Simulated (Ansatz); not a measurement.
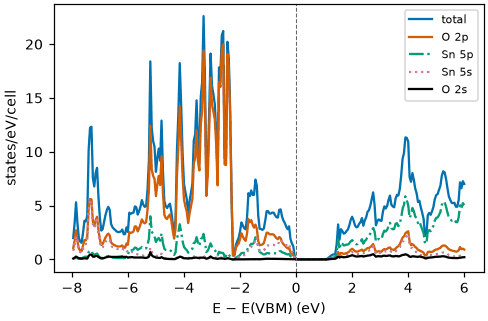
Total and projected density of states of Sn3O4 in space group Pbam (No. 55; Sn on 4h, Sn on 2c, O on 4g, O on 4h), PBE in the plane-wave PAW code Ansatz

Task: Which orbitals carry the states next to the gap?

Result: Top 1 eV of the valence band: O 2p 45 %, Sn 5s 37 %, Sn 5p 15 %. Bottom 1 eV of the conduction band: Sn 5p 50 %, O 2p 23 %, Sn 5s 14 %, O 2s 9 %. Projections are on Löwdin-orthogonalised atomic valence shells; empty p or d shells of many metals are not among them.

Task: Where is the tallest occupied peak in this window, and what makes it?

Result: Near -3.3 eV, about 23 states/eV per cell; the largest projected share is O 2p.

The start of the workflow was typed in or built on a structure type; neither database checked (COD, Materials Project) lists it. Whether it is the stable phase at ambient conditions was not checked. The cell was relaxed with PBE under the symmetry of its start; whether a distortion lowers the energy is not shown. The volume moved by 42 % from the start of the relaxation. Spin–orbit coupling is left out wherever it is not named.

Potentials: the earlier of the program's two PAW sets.
